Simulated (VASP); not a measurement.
Band structure of NaI (rock salt). All values below come from PBE GGA with D3 dispersion (zero damping), VASP's PBE PAW potentials (set 64) (plane waves; VASP).

Unless said otherwise, spin-orbit coupling is left out, though it shifts the bands of the heavy elements here.

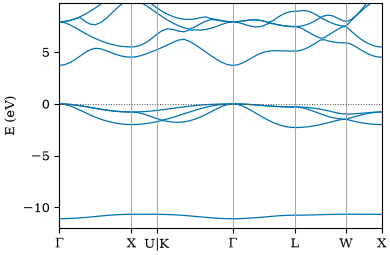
Figure. Bands along high-symmetry lines, zero at the valence-band maximum or, without a gap, the Fermi level

Problem. Read the plot: is there a gap, and where are the band edges?

Solution. The gap is direct, 3.72 eV, from the valence maximum at Γ to the conduction minimum at Γ. (Edges off the drawn lines would not show.)

Measured: gap 5.90 eV (computed value off by -2.18 eV), as given by Abedi et al., (2022), arXiv:2211.14644.

The compound is NaI in the rock salt structure. It was relaxed first.
